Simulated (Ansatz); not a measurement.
# AlH₄+ (triplet): inputs that go wrong

4 inputs are run for AlH₄+ (triplet) as typed; the log has to tell whether the result can be used and what must change.

The runs use Ansatz 0.2.0, Gaussian basis; the settings change from run to run.

12 further runs of the same task are left out: 5 for a known fault of the program, 1 that didn't finish, 6 set aside as unsound or not needed.

### Step 1. What is computed

The geometry is a PBE0/def2-TZVP stationary point (not a proven minimum) of the parent state, kept for this charge and spin.

5 atoms, charge 1, spin multiplicity 3.

Atoms are counted from 1 here; the program's logs count them from 0.

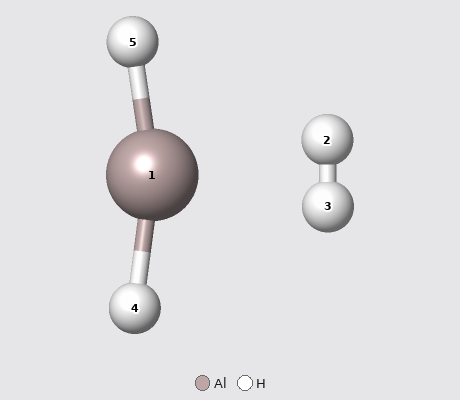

The structure; aluminium light grey, hydrogen white; atoms are numbered from 1 in the order of the file.

### Step 2. Attempt 1

Contents of in.yaml:

```yaml
crystal:
  periodic: [false, false, false]
  atoms:
    - {symbol: Al, position_ang: [0.000000, 0.000000, -0.118619]}
    - {symbol: H, position_ang: [0.000000, -0.384792, 1.922431]}
    - {symbol: H, position_ang: [0.000000, 0.384794, 1.922430]}
    - {symbol: H, position_ang: [0.000000, 1.536935, -0.334772]}
    - {symbol: H, position_ang: [0.000000, -1.536935, -0.334770]}
basis:
  gaussian: {orbitals: def2-mTZVP}
total_charge: 1
magnetization: {spin_polarized: false, initial_magnetization: 2}
correlation: {active_space: {window: {electrons: 4, orbitals: 4}, states: [{multiplicity: 3, weights: [1, 1]}], root: 2}}
accuracy: high
```

Started as:

```console
> ansatz run in.yaml --threads 1 --pin off --events-out ev --progress --plain --max-ram 2176MiB
```

The log of the run:

```text
Error: the active space averages no state 2, counted from zero
```

Run time: 0.03 s. Hardware: 1 thread of AMD EPYC 9R45, shared host.

**Diagnosis.** The run was refused. The root asked for lies beyond the states averaged. Cure: average more states or name a lower root.

### Step 3. Attempt 2

Contents of in.yaml:

```yaml
crystal:
  periodic: [false, false, false]
  atoms:
    - {symbol: Al, position_ang: [0.000000, 0.000000, -0.118619]}
    - {symbol: H, position_ang: [0.000000, -0.384792, 1.922431]}
    - {symbol: H, position_ang: [0.000000, 0.384794, 1.922430]}
    - {symbol: H, position_ang: [0.000000, 1.536935, -0.334772]}
    - {symbol: H, position_ang: [0.000000, -1.536935, -0.334770]}
basis:
  gaussian: {orbitals: 6-31G}
total_charge: 1
magnetization: {spin_polarized: false, initial_magnetization: 2}
hamiltonian: {xc: pbe}
correlation: {active_space: {window: {electrons: 4, orbitals: 4}}}
scf: {lower_state_search: full}
```

Launched as before.

The log of the run:

```text
Error: invalid value for `correlation.active_space`: it starts from restricted Hartree–Fock orbitals; set hamiltonian.xc: hf without magnetization.spin_polarized
```

Wall time 0.03 s (1 thread of AMD EPYC 9R45, shared host).

What is wrong: The run was refused. An active space is asked on a functional's orbitals. Fix: start from Hartree-Fock.

### Step 4. Attempt 3

Contents of in.yaml:

```yaml
crystal:
  periodic: [false, false, false]
  atoms:
    - {symbol: Al, position_ang: [0.000000, 0.000000, -0.062773]}
    - {symbol: H, position_ang: [0.000000, -0.203632, 1.017350]}
    - {symbol: H, position_ang: [0.000000, 0.203633, 1.017350]}
    - {symbol: H, position_ang: [0.000000, 0.813346, -0.177161]}
    - {symbol: H, position_ang: [0.000000, -0.813346, -0.177160]}
basis:
  gaussian: {orbitals: cc-pVDZ}
total_charge: 1
magnetization: {spin_polarized: true, initial_magnetization: 2}
correlation: {method: ccsd, electrons: outside_noble_gas}
output: {forces: true}
```

The command is unchanged.

The log of the run:

```text
Functional definition: HF
  name "HF"
  cite "Fock, Z. Phys. 61, 126 (1930) doi:10.1007/BF01340294"
  parent pbe
  exchange = exact_x
  correlation = 0
352 factors; integrals over basis functions are off by at most 8.1e-4 eV
mean field evaluation 1: about -6588.9039 eV, gradient 1.2e1 eV
mean field evaluation 2: about -6588.9084 eV, gradient 1.2e1 eV
mean field evaluation 4: about -6590.1650 eV, gradient 1.1e0 eV
mean field evaluation 8: about -6590.1862 eV, gradient 4.4e-3 eV
mean field evaluation 16: about -6590.2244 eV, gradient 4.1e-6 eV
mean field evaluation 32: about -6590.1862 eV, gradient 8.5e-6 eV
mean field evaluation 64: about -6590.2244 eV, gradient 2.4e-4 eV
mean field evaluation 96: about -6587.0675 eV, gradient 1.5e-2 eV
mean field evaluation 128: about -6587.0675 eV, gradient 2.1e-4 eV
mean field -6590.22439413 eV, -242.1862794697 hartree, gradient 2.9e-6 eV, S^2 2.011764; 8 other end points of the search recorded, 0 dependent functions left out
determinant -6590.22439413 eV, -242.1862794697 hartree, with singles and doubles -6593.03613175 eV, -242.2896089215 hartree
determinant -6590.18621618 eV, -242.1848764559 hartree, with singles and doubles -6593.13941414 eV, -242.2934044793 hartree
determinant -6587.81509682 eV, -242.0977394266 hartree, with singles and doubles -6591.05023192 eV, -242.2166284486 hartree
determinant -6587.11711790 eV, -242.0720891746 hartree, with singles and doubles -6589.69533041 eV, -242.1668367368 hartree
determinant -6587.06748614 eV, -242.0702652410 hartree, with singles and doubles -6589.74292450 eV, -242.1685857873 hartree
determinant -6590.22439413 eV, -242.1862794697 hartree, with singles and doubles -6593.09906961 eV, -242.2919218450 hartree
determinant -6590.18621618 eV, -242.1848764559 hartree, with singles and doubles -6593.13068926 eV, -242.2930838459 hartree
determinant -6590.22439413 eV, -242.1862794697 hartree, with singles and doubles -6593.10026180 eV, -242.2919656574 hartree
determinant -6590.18621618 eV, -242.1848764559 hartree, with singles and doubles -6593.13209416 eV, -242.2931354748 hartree
5 core orbitals not correlated: weight in the atoms' cores, before any rotation towards them, 0.998 or more for the frozen orbitals, at most 0.001 for the correlated occupied ones
reference -6590.18621618 eV, -242.1848764559 hartree; 4, 2 occupied and 29, 31 virtual orbitals, 352 factors
second order -2.19833838 eV of doubles, -0.00000000 eV of singles
cycle   1  -2.65064364 eV  change   -5.2e-1 eV  update   6.0e-2
cycle   2  -2.91543453 eV  change   -2.6e-1 eV  update   3.0e-2
cycle   3  -2.93769851 eV  change   -2.2e-2 eV  update   1.1e-2
cycle   4  -2.94703415 eV  change   -9.3e-3 eV  update   2.8e-3
cycle   5  -2.94447306 eV  change    2.6e-3 eV  update   8.8e-4
cycle   6  -2.94601256 eV  change   -1.5e-3 eV  update   3.0e-4
cycle   7  -2.94593200 eV  change    8.1e-5 eV  update   9.2e-5
cycle   8  -2.94583099 eV  change    1.0e-4 eV  update   2.8e-5
cycle   9  -2.94587783 eV  change   -4.7e-5 eV  update   8.2e-6
cycle  10  -2.94587081 eV  change    7.0e-6 eV  update   2.5e-6
cycle  11  -2.94587131 eV  change   -5.0e-7 eV  update   8.1e-7
cycle  12  -2.94587122 eV  change    8.6e-8 eV  update   2.6e-7
WARN: these amplitudes may be one of several solutions (largest doubles amplitude 0.12, level shift 1.04 eV)
the calculation of the forces begins
Total energy: -6593.13208740 eV, -242.2931352265 hartree
Atom 0 at     0.000000     0.000000    -0.062773 Å, force     0.000000    -0.000000   -15.367818 eV/Å
Atom 1 at     0.000000    -0.203632     1.017350 Å, force     0.000000   -46.699045    17.908290 eV/Å
Atom 2 at     0.000000     0.203633     1.017350 Å, force     0.000000    46.699045    17.908290 eV/Å
Atom 3 at     0.000000     0.813346    -0.177161 Å, force    -0.000000    60.947432   -10.224381 eV/Å
Atom 4 at     0.000000    -0.813346    -0.177160 Å, force     0.000000   -60.947432   -10.224381 eV/Å
Dipole moment:     0.000000    -0.000000     0.111209 e Å
```

Wall time 1.5 s (1 thread of AMD EPYC 9R45, shared host).

What is wrong: The run converged, which proves nothing about the input. The coordinates are scaled by the bohr-ångström factor. The shortest distance is 0.41 Å, against 0.77 Å in the geometry of step 1. Its energy belongs to another geometry. To mend it, restore the coordinates in ångström.

### Step 5. Attempt 4

Contents of in.yaml:

```yaml
crystal:
  periodic: [false, false, false]
  atoms:
    - {symbol: Al, position_ang: [0.000000, 0.000000, -0.118619]}
    - {symbol: H, position_ang: [0.000000, -0.384792, 1.922431]}
    - {symbol: H, position_ang: [0.000000, 0.384794, 1.922430]}
    - {symbol: H, position_ang: [0.000000, 1.536935, -0.334772]}
    - {symbol: H, position_ang: [0.000000, -1.536935, -0.334770]}
basis:
  gaussian: {orbitals: cc-pVDZ}
total_charge: 1
magnetization: {spin_polarized: false, initial_magnetization: 2}
correlation: {method: fic_mrcisd_q, electrons: valence}
```

The command is unchanged.

The log of the run:

```text
Error: this correlation method needs an active space: name one as the reference
```

Run time: 0.03 s. Hardware: 1 thread of AMD EPYC 9R45, shared host.

What is wrong: The run was refused. This method needs an active space and has none. Cure: add an active_space block.

### Step 6. How the runs ended

| attempt | level | ended | cause | time |
| --- | --- | --- | --- | --- |
| 1 | CASSCF(4,4)/def2-mTZVP | refused | the root asked for lies beyond the states averaged | 0.03 s |
| 2 | CASSCF(4,4)/6-31G | refused | an active space is asked on a functional's orbitals | 0.03 s |
| 3 | CCSD on UHF/cc-pVDZ | converged | the coordinates are scaled by the bohr-ångström factor | 1.5 s |
| 4 | 'fic_mrcisd_q'/cc-pVDZ | refused | this method needs an active space and has none | 0.03 s |

3 refused, 1 converged. The input that converges on a wrong geometry or spin is the dangerous one: no error points at it, so geometry and ⟨S²⟩ have to be checked.
